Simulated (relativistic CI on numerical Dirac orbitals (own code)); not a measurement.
```
atom Ca  Z=20  charge=2  electrons=18
nucleus A=40  rms_radius_fm=3.4776
hamiltonian dirac-coulomb  breit=on  qed=on  c_scale=1
orbitals kli  potential=per-configuration
slater_scale 0.85
correlation fit
mixing on
configurations
  [Ne] 3s2 3p6
  [Ne] 3s2 3p5 3d
  [Ne] 3s2 3p5 4s
  [Ne] 3s2 3p5 4p
  [Ne] 3s2 3p5 4d
  [Ne] 3s2 3p5 5s
  [Ne] 3s2 3p5 5p
  [Ne] 3s2 3p5 4f
  [Ne] 3s2 3p5 5d
  [Ne] 3s2 3p4 3d2
  [Ne] 3s 3p6 3d
  [Ne] 3s2 3p5 5f
  [Ne] 3s2 3p5 5g
  [Ne] 3p6 3d2
  [Ne] 3s 3p6 4s
end
```

Launched with (the task file carries these settings):
```bash
python run_levels.py task.json out
```

Level of the calculation: Dirac CI, KLI exchange-only orbitals, Breit term, model QED, valence Slater integrals scaled by 0.85, configurations shifted onto measured levels.

The plot shows absorption lines from the lowest level (oscillator strengths f):

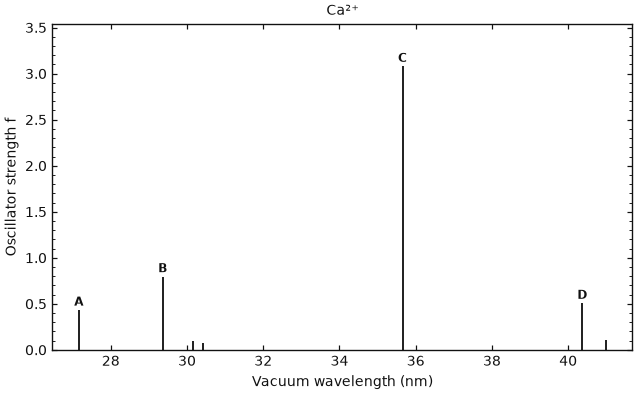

The lettered lines are A: 3s² 3p⁵ 5d ¹P°₁ ← 3s² 3p⁶ ¹S₀, 27.16 nm, f = 0.43; B: 3s² 3p⁵ 4d ¹P°₁ ← 3s² 3p⁶ ¹S₀, 29.36 nm, f = 0.79; C: 3s² 3p⁵ 3d ¹P°₁ ← 3s² 3p⁶ ¹S₀, 35.65 nm, f = 3.1; D: 3s² 3p⁵ 4s ¹P°₁ ← 3s² 3p⁶ ¹S₀, 40.37 nm, f = 0.51. The strongest, C, lies in the extreme ultraviolet region.

Known limits: shifts are fitted to measured levels, configurations with none paired borrow a shift and can be misplaced by tens of thousands of cm⁻¹; rates and lifetimes follow the computed energies and can be off by orders of magnitude; one shift a configuration: terms inside it, and wavelengths, can be off by thousands of cm⁻¹; the fine structure of a weakly bound d or f electron outside closed shells is too small or inverted; only a limited list of configurations is included, so lower levels can be missing; only lines among the lowest 116 of 227 levels are drawn, so those from 3s² 3p⁴ 3d² and 3s 3p⁶ 3d are incomplete.
